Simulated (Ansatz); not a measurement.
# How much does vacancy in Ru(0001), 2x2 scatter?, part 3 of 3

Aim: the resistance that vacancy in Ru(0001), 2x2 adds to the host.

Ansatz 0.2.0; Ansatz plane-wave DFT, PBE, PAW files; ballistic transport by layer matching (Landauer), zero bias; PAW set soft_1 (the session's first sound run).

So far, resistivity per at.% scaled from this dense plane, with the factor 3/4 for isotropic scattering (µΩ cm): step 3 (resistance at ideal sites) 5.80.

## 5. Transmission after relaxation, relaxed yes

The transmission is solved again on the relaxed atoms.

This step: Ansatz plane-wave DFT, PBE, PAW files; ballistic transport by layer matching (Landauer), zero bias; PAW set soft_1 (Ansatz 0.2.0).

Input file input.yaml:

```yaml
crystal:
  lattice:
    - [5.4116, 0.0, 0.0]
    - [-2.7058, 4.6865830751, 0.0]
    - [0.0, 0.0, 34.2552]
  atoms:
    - { symbol: Ru, position: [0.1666666667, 0.3333333333, 0.03125] }
    - { symbol: Ru, position: [0.1666666667, 0.8333333333, 0.03125] }
    - { symbol: Ru, position: [0.6666666667, 0.3333333333, 0.03125] }
    - { symbol: Ru, position: [0.6666666667, 0.8333333333, 0.03125] }
    - { symbol: Ru, position: [0.3333333333, 0.1666666667, 0.09375] }
    - { symbol: Ru, position: [0.3333333333, 0.6666666667, 0.09375] }
    - { symbol: Ru, position: [0.8333333333, 0.1666666667, 0.09375] }
    - { symbol: Ru, position: [0.8333333333, 0.6666666667, 0.09375] }
    - { symbol: Ru, position: [0.1666666667, 0.3333333333, 0.15625] }
    - { symbol: Ru, position: [0.1666666667, 0.8333333333, 0.15625] }
    - { symbol: Ru, position: [0.6666666667, 0.3333333333, 0.15625] }
    - { symbol: Ru, position: [0.6666666667, 0.8333333333, 0.15625] }
    - { symbol: Ru, position: [0.3333333333, 0.1666666667, 0.21875] }
    - { symbol: Ru, position: [0.3333333333, 0.6666666667, 0.21875] }
    - { symbol: Ru, position: [0.8333333333, 0.1666666667, 0.21875] }
    - { symbol: Ru, position: [0.8333333333, 0.6666666667, 0.21875] }
    - { symbol: Ru, position: [0.1666666667, 0.3333333333, 0.28125] }
    - { symbol: Ru, position: [0.1666666667, 0.8333333333, 0.28125] }
    - { symbol: Ru, position: [0.6666666667, 0.3333333333, 0.28125] }
    - { symbol: Ru, position: [0.6666666667, 0.8333333333, 0.28125] }
    - { symbol: Ru, position: [0.3331019014, 0.1668980986, 0.344039143] }
    - { symbol: Ru, position: [0.3331019014, 0.6662038027, 0.344039143] }
    - { symbol: Ru, position: [0.8337961973, 0.1668980986, 0.344039143] }
    - { symbol: Ru, position: [0.8333333333, 0.6666666667, 0.3449469505] }
    - { symbol: Ru, position: [0.1666666667, 0.3333333333, 0.4068810107] }
    - { symbol: Ru, position: [0.1680632865, 0.8340316432, 0.4072658596] }
    - { symbol: Ru, position: [0.6659683568, 0.3319367135, 0.4072658596] }
    - { symbol: Ru, position: [0.6659683568, 0.8340316432, 0.4072658596] }
    - { symbol: Ru, position: [0.3288382171, 0.1711617829, 0.4698260043] }
    - { symbol: Ru, position: [0.3288382171, 0.6576764341, 0.4698260043] }
    - { symbol: Ru, position: [0.8423235659, 0.1711617829, 0.4698260043] }
    - { symbol: Ru, position: [0.8333333333, 0.6666666667, 0.4700691989] }
    - { symbol: Ru, position: [0.1681167939, 0.8340583969, 0.5314730853] }
    - { symbol: Ru, position: [0.6659416031, 0.3318832061, 0.5314730853] }
    - { symbol: Ru, position: [0.6659416031, 0.8340583969, 0.5314730853] }
    - { symbol: Ru, position: [0.3288538898, 0.1711461102, 0.5931068465] }
    - { symbol: Ru, position: [0.3288538898, 0.6577077797, 0.5931068465] }
    - { symbol: Ru, position: [0.8422922203, 0.1711461102, 0.5931068465] }
    - { symbol: Ru, position: [0.8333333333, 0.6666666667, 0.5928762447] }
    - { symbol: Ru, position: [0.1666666667, 0.3333333333, 0.656003939] }
    - { symbol: Ru, position: [0.167410888, 0.833705444, 0.6556607686] }
    - { symbol: Ru, position: [0.666294556, 0.332589112, 0.6556607686] }
    - { symbol: Ru, position: [0.666294556, 0.833705444, 0.6556607686] }
    - { symbol: Ru, position: [0.3333333333, 0.1666666667, 0.71875] }
    - { symbol: Ru, position: [0.3333333333, 0.6666666667, 0.71875] }
    - { symbol: Ru, position: [0.8333333333, 0.1666666667, 0.71875] }
    - { symbol: Ru, position: [0.8333333333, 0.6666666667, 0.71875] }
    - { symbol: Ru, position: [0.1666666667, 0.3333333333, 0.78125] }
    - { symbol: Ru, position: [0.1666666667, 0.8333333333, 0.78125] }
    - { symbol: Ru, position: [0.6666666667, 0.3333333333, 0.78125] }
    - { symbol: Ru, position: [0.6666666667, 0.8333333333, 0.78125] }
    - { symbol: Ru, position: [0.3333333333, 0.1666666667, 0.84375] }
    - { symbol: Ru, position: [0.3333333333, 0.6666666667, 0.84375] }
    - { symbol: Ru, position: [0.8333333333, 0.1666666667, 0.84375] }
    - { symbol: Ru, position: [0.8333333333, 0.6666666667, 0.84375] }
    - { symbol: Ru, position: [0.1666666667, 0.3333333333, 0.90625] }
    - { symbol: Ru, position: [0.1666666667, 0.8333333333, 0.90625] }
    - { symbol: Ru, position: [0.6666666667, 0.3333333333, 0.90625] }
    - { symbol: Ru, position: [0.6666666667, 0.8333333333, 0.90625] }
    - { symbol: Ru, position: [0.3333333333, 0.1666666667, 0.96875] }
    - { symbol: Ru, position: [0.3333333333, 0.6666666667, 0.96875] }
    - { symbol: Ru, position: [0.8333333333, 0.1666666667, 0.96875] }
    - { symbol: Ru, position: [0.8333333333, 0.6666666667, 0.96875] }
kpoints:
  mp_grid: { grid: [5, 5, 1] }
hamiltonian:
  xc: pbe
  pseudopotentials: { kind: paw, azcp: { folder: soft_1 } }
scf:
  occupations: { method: fermi_dirac, width: 0.1 }
output:
  transmission:
    leads: [[0, 8]]
    kmesh: [10, 10]
    e_range: [-0.05, 0.05]
    de: 0.05
  write_potential: true
  write_density: true
  volumetric_format: npy
```

Run with:

```bash
ansatz run input.yaml --threads 4 --pin off --max-ram 15360MiB --backend cpu --events-out ev --progress --plain --runs-dir out
```

Numbers of over 12 decimals in the logs are rounded to 6 here.

The log of the run:

```text
[...]
Crystal: 63 atoms, lattice volume = 868.777 Å³
Basis set: ecut = 420 eV, 16909 PW (Γ)
Bands: 605, of which v1, the nominal top of the filled ones, is band 504 counted from 1 (503 counted from 0)
Symmetry: 6 space group operations
[...]
k-points: 5 of 25 (time reversal used)
[...]
SCF iter   1: F=—  HF=-370396.464900 eV  |F-HF|=—  |Δ(HF+E_count)|=         —  Δρ=1.20e-1  dr2=1.24e2  ethr=3.10e-3  ⟨swp⟩=5.0  Hψ=10037  notcnv=0  defer=2
[...]
SCF iter  10: F=-370357.789923 eV  HF=-370357.789923 eV  |F-HF|=4.77e-8  |Δ(HF+E_count)|=   8.43e-8  Δρ=1.65e-6  dr2=7.18e-8  ethr=9.92e-12  ⟨swp⟩=9.0  Hψ=7680  notcnv=0
SCF 1 converged in 10 iterations: F = -370357.789923 eV  dr2 = 7.18e-8
[...]
transmission: 89 of 882 steps passed
transmission: 179 of 882 steps passed
[...]
transmission: 882 of 882 steps passed
SCF converged after 10 iterations
Free energy (F): -370357.789923 eV
[...]
Internal energy: -370355.681645 eV  (E = F + TS)
E sigma→0 (E₀):  -370356.735784 eV
Entropy (-TS):   -2.108279 eV (-33.465 meV/atom)
Fermi energy:    22.907298 eV
[...]
--- Band table (eV; the first three rows and the last of 5) ---
  k-point 0: bands = [... 500 lower, 23.6930, 23.7081, 23.7096, 23.7096, 23.7464, 23.7464, 23.7910, 23.8102, ... 97 higher]
  k-point 1: bands = [... 500 lower, 23.1721, 23.2213, 23.2598, 23.3406, 23.4344, 23.4424, 23.4564, 23.4799, ... 97 higher]
  k-point 2: bands = [... 500 lower, 22.6440, 22.6557, 22.6711, 22.7153, 22.7642, 22.8083, 22.8365, 22.9186, ... 97 higher]
  k-point 4: bands = [... 500 lower, 22.5055, 22.5341, 22.5766, 22.6257, 22.7097, 22.7966, 22.8168, 22.8338, ... 97 higher]
--- Transmission ---
  basis      : 223 plane waves across, 63 finite elements along
  points     : 14, standing for a mesh of 10 x 10
[...]
channels       : 5.280000e0 a spin
[...]
junction   : crystal 0 to crystal 0, 1.44 to 31.42 Å
    transmission   : 3.206449e0 a spin
[...]
```

The job ended after 5.5 min (4 threads of Arm Neoverse V1, shared host; peak memory 8 GiB).

This step gave:

```yaml
free_energy: -370357.7899 eV
energy_at_zero_smearing: -370356.7358 eV
transmission_per_spin_nearest_the_fermi_level: 3.206
open_channels_per_spin_nearest_the_fermi_level: 5.28
step_of_the_lead_s_potential: 2.8 meV
```

Per spin. Table of transmission, zone mean by energy, zero at the Fermi level:

```tsv
energy (eV)	transmission, zone mean
-0.0500	3.16
0.0000	3.21
0.0500	3.44
```

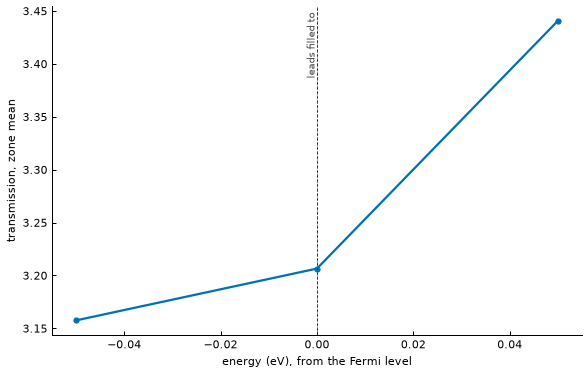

Transmission, zone mean against energy.

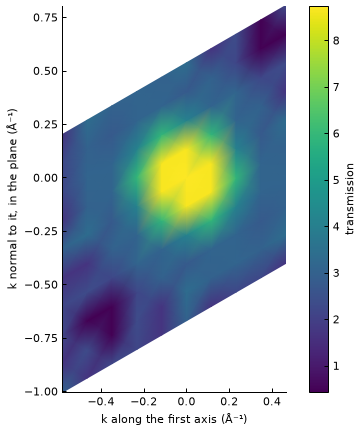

Transmission over k1 and k2. At 0.0000 eV from the Fermi level.

Over the solved energies the transmission per spin lies between 3.16 and 3.44, out of 5.5 channels of the lead on average (up to 6.06).

## 6. Resistance after relaxation

This step: Ansatz plane-wave DFT, PBE, PAW files; ballistic transport by layer matching (Landauer), zero bias; area resistance of the defect plane and resistivity an atomic per cent; PAW set soft_1 (Ansatz 0.2.0).

This step gave:

| Item | Value |
| --- | --- |
| area resistance | 0.4064 fΩ m² |
| T over the leads' mean channel count | 0.5942 |
| resistivity per at.% scaled from this dense plane, with the factor 3/4 for isotropic scattering | 5.695 µΩ cm |

Averaged over the energies near the Fermi level, 59.4 % of the channels pass, which makes 0.406 fΩ m², against 0.414 on ideal sites.

## 7. Summary of results

```json
{"share of channels that pass, rigid": "0.574", "area resistance, rigid": "0.414 fΩ m²", "resistivity per at.% from the area resistance, times 3/4, rigid": "5.80 µΩ cm", "share of channels that pass, relaxed": "0.594", "area resistance, relaxed": "0.406 fΩ m²", "resistivity per at.% from the area resistance, times 3/4, relaxed": "5.69 µΩ cm"}
```

The plane of defects adds 0.41 fΩ m². Scaled to one atomic per cent that is 7.6 µΩ cm as it stands and 5.7 with the factor 3/4 for isotropic scattering on a spherical Fermi surface; with the reflection in place of the resistance taken as linear in the density it would be 3.4. These are rough estimates of the dilute value, not bounds. One vacancy in each 2x2 cell reflects 41 % of the lead's channels. The relaxed cell differs by -1.8 % in resistance; between the two runs the lead's own channel count goes from 5.86 to 5.5, so sampling may have a part in it. The defects form a dense periodic sheet that scatters coherently, unlike a dilute random alloy. T and N are means over the solved energies nearest the Fermi level.

[Logs are printed without paths, hosts, clocks, repeated set-up lines and the standing remarks that a program may print on its own settings, such as how far it seeks lower states.]

[Hosts, paths, dates, database ids (printed as entryN), source tags and the programs' standing remarks are cut or masked in the printed files.]
